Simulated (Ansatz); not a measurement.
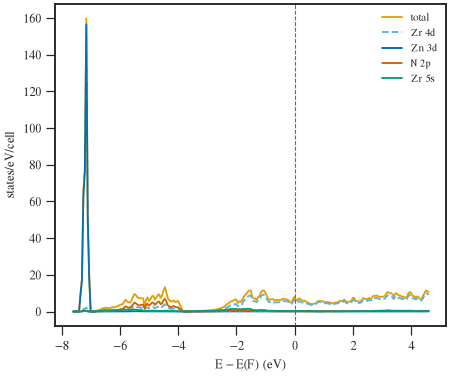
Figure. Total and projected density of states of Zr$_{3}$ZnN in space group Cmcm (No. 63; Zr on 8f, Zr on 4c, Zn on 4c, N on 4a), r²SCAN (plane waves, PAW; program Ansatz)

Question: Which orbitals carry the states next to the Fermi level?

Answer: Within 0.5 eV of the Fermi level: Zr 4d 83 %, outside the projected shells 9 %. Projections are on Löwdin-orthogonalised atomic valence shells; empty p or d shells of many metals are not among them.

Question: Where is the tallest occupied peak in this window, and what makes it?

Answer: Near -7.1 eV, about 160 states/eV per cell; the largest projected share is Zn 3d.

The first step of the workflow began from a Materials Project structure, measured or hypothetical; the Crystallography Open Database copy checked does not list it. Its standing as an ambient phase is unchecked. The r²SCAN relaxation kept the symmetry of its start; whether a distortion lowers the energy is not shown. The run is not spin-polarised. Scalar-relativistic: spin–orbit coupling is off unless named, which matters more the heavier the elements.

Potentials: the later of the program's two PAW sets.
